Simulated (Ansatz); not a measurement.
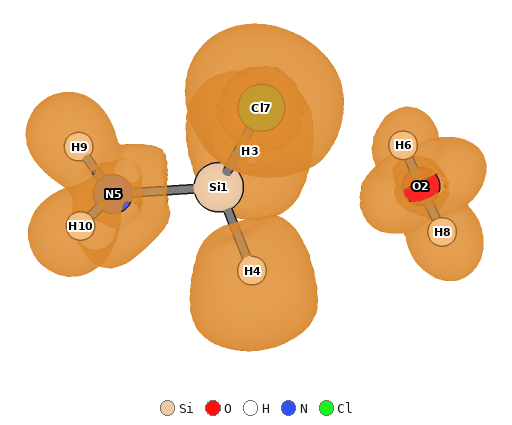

*ClH4NSi···H2O. Isosurface of the ELF at 0.75 (orange), seen across its widest extent. Only the valence region is drawn (cores and ρ < 0.01 e/Å³ removed).*

The product side of a reaction path; geometry: PBE0-D4/def2-TZVP.

Computed with RKS PBE0-D4/def2-TZVPP (Ansatz 0.2.0).

```xyz
10

Si   -0.4188   -0.1018   -0.3387
O     2.1200   -0.4799    1.6383
H     0.4881   -1.1710   -0.7908
H    -0.8768   -0.2023    1.0600
N    -1.7906   -0.0987   -1.3451
H     2.2179    0.3417    1.1464
Cl    0.6916    1.6699   -0.4373
H     1.8622   -0.2085    2.5222
H    -1.6946   -0.2048   -2.3422
H    -2.5990    0.4554   -1.1126
```

> What do the ELF domains correspond to?

The ELF exceeds this value in two regions around hydrogen nuclei, one region on Cl in which the atom's valence shell and bonds are merged, one joined region spread over several atoms (H, N), in which their bonds and any lone pairs are merged and one joined region spread over several atoms (H, O), in which their bonds and any lone pairs are merged. Profiles from the grid: Cl7···H6 (2.57 Å): the ELF dips to about 0.05 between them (by its geometry a hydrogen bond between the two molecules, with no shared pair). Si–N (1.70 Å): the ELF peaks at about 0.90 between the atoms: a polar covalent bond.
